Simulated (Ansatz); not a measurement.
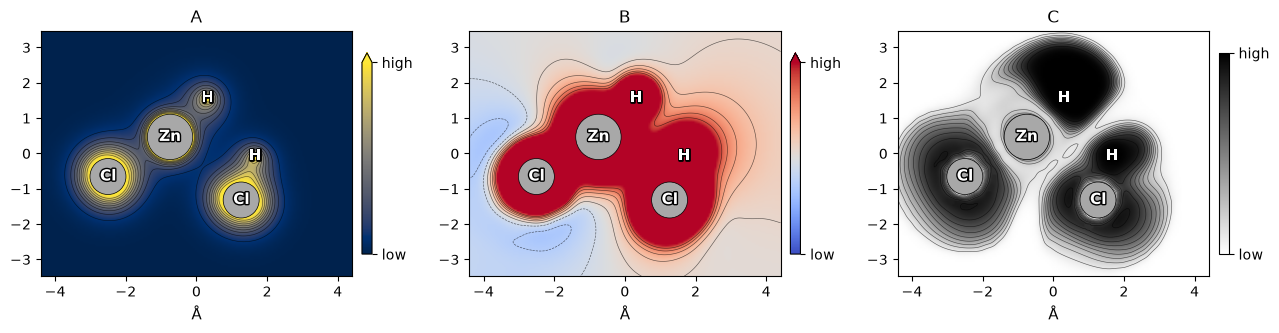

ClHZn···HCl: 3 fields on the molecular plane, with unlabelled colour scales. Grey discs cover the atomic cores.

Method: RKS LDA/def2-SVP (Ansatz).

```yaml
atoms:
  - { symbol: Zn, position_ang: [-0.8826, 0.0000, -0.3515] }
  - { symbol: Cl, position_ang: [0.2259, 0.0000, 2.0996] }
  - { symbol: Cl, position_ang: [0.7074, 0.0000, -1.6978] }
  - { symbol: H, position_ang: [-2.2493, 0.0000, 0.3381] }
  - { symbol: H, position_ang: [-1.0862, 0.0000, 2.1152] }
```

Question: Match the panels to the quantities (electron density, electron localisation function and electrostatic potential).

Answer: Panel A: electron density. Panel B: electrostatic potential (strongly positive close to the atoms, with negative regions outside electron-rich atoms). Panel C: electron localisation function. From the grid: Zn1···Cl2 (2.69 Å): the density falls to about 0.2 e/Å³ on the way; the ELF dips to about 0.10 between them. Zn–Cl (2.08 Å): ρ is about 0.71 e/Å³ halfway; the ELF peaks at about 0.80 in the valence shell of Cl, 0.8 Å from its nucleus, and is about 0.45 at the midpoint.
